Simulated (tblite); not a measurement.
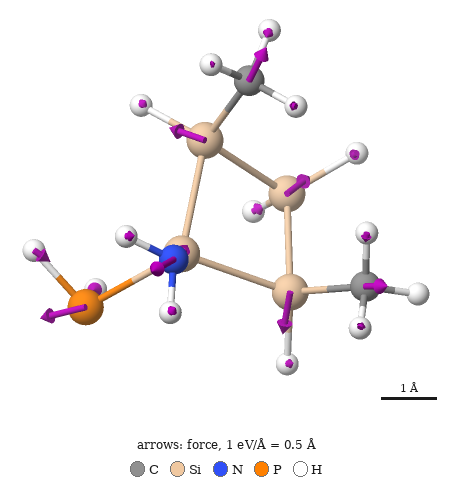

Starting geometry of C$_{2}$H$_{14}$NPSi$_{4}$ with the computed forces as purple arrows. The picture is a ball-and-stick view, seen face on.

The calculation used GFN2-xTB geometry optimisation, gas phase (tblite). 

Q: Is this structure relaxed? If not, where do the atoms go?

A: It isn't relaxed: the largest force vector, on the P atom, is 2.08 eV/Å. The final displacements have little in common with the starting forces (cosine between the two patterns 0.17). The largest move after the best rigid fit is that of an H atom, 1.63 Å. Largest moves by element: H 1.63 Å, C 0.34 Å, P 0.30 Å, N 0.23 Å, Si 0.21 Å. Near-neighbour distances that change, for instance: Si–Si 2.273 → 2.414 Å, Si–Si 2.267 → 2.370 Å, P–Si 2.169 → 2.259 Å, C–Si 1.841 → 1.909 Å. Among the angles between lasting bonds that change: H–Si–H 113.4° → 102.6°, Si–N–H 111.4° → 120.8°, Si–N–H 111.1° → 120.2°. The energy falls by 82.6 kJ/mol in 259 geometry steps. Cost: 3.9 s on 1 thread of Arm Neoverse V1, with other jobs on the host.
